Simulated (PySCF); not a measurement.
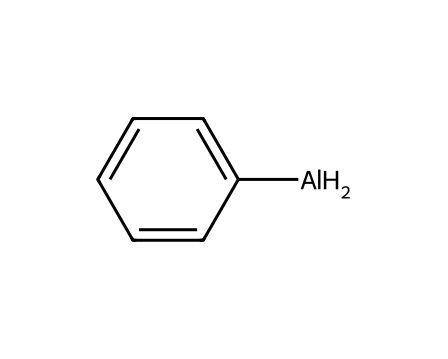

Skeletal drawing of a molecule.

> Write the SMILES.

[AlH2][c]1ccccc1

> Give the formula, hydrogens included.

C6H7Al.

> An optimisation with PBE0-D3(BJ)/def2-SVP gave a structure of which point group?

C2v.

The parts below concern this one geometry. Atoms keep their numbers from picture to picture. The geometry was computed by an optimisation with PBE0-D3(BJ)/def2-SVP. No frequency run is at hand to confirm it as a minimum.

## NMR shielding

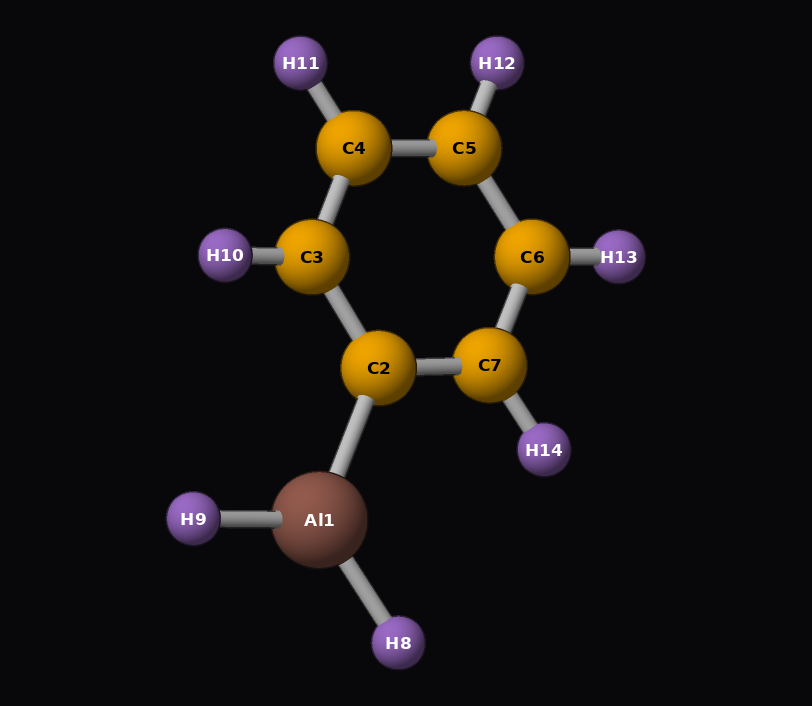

No frequency run is at hand to confirm it as a minimum. Method: GIAO PBE0/pcSseg-1 NMR shielding, non-relativistic, IEF-PCM water (PySCF 2.14.0). Principal shieldings σ11 ≤ σ22 ≤ σ33, span Ω = σ33 − σ11, skew κ = 3(σiso − σ22)/Ω.

Give the shielding tensors of the Al atoms.

```
atom    σ11    σ22    σ33   σiso     Ω     κ
 Al1  289.4  303.1  359.5  317.3  70.1  0.61
```

Shieldings and span in ppm.

## Quadrupole coupling

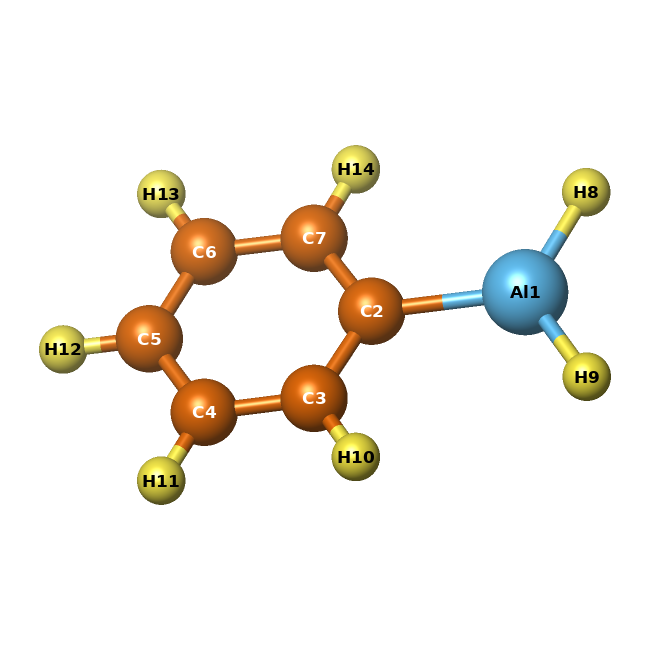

No frequency run is at hand to confirm it as a minimum. Electric field gradients from the ground-state density, PBE0/pcSseg-1 in dichloromethane (IEF-PCM) (PySCF 2.14.0), non-relativistic apart from any core potentials.

Give the largest field-gradient component, the quadrupole coupling constant and the asymmetry for 27Al at Al1 (Q = 146.6 mb).

```csv
atom,V_zz (a.u.),e²qQ/h (MHz),η
Al1,1.435,49.4,0.04
```

## Ring current

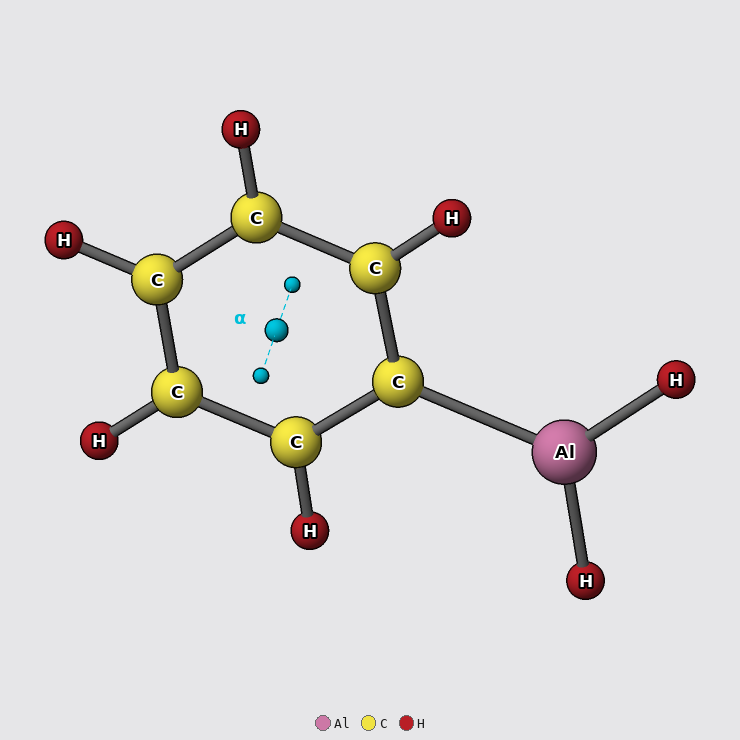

The small points mark where nucleus-independent chemical shifts (NICS) were computed: at the centre of each lettered ring and 1 Å above and below it. No frequency run is at hand to confirm it as a minimum. Method: GIAO PBE0/pcSseg-1 NMR shielding, non-relativistic, IEF-PCM water (PySCF 2.14.0).

Give NICS(0), NICS(1) and the out-of-plane component NICS(1)zz for each ring (means of the two sides).

| ring | members | NICS(0) | NICS(1) | NICS(1)zz |
| --- | --- | --- | --- | --- |
| α | C6 | −7.6 | −11.4 | −29.1 |

Values in ppm.

> What do the values say about the ring currents?

Ring α: diatropic, as in an aromatic ring. NICS is one index among several.
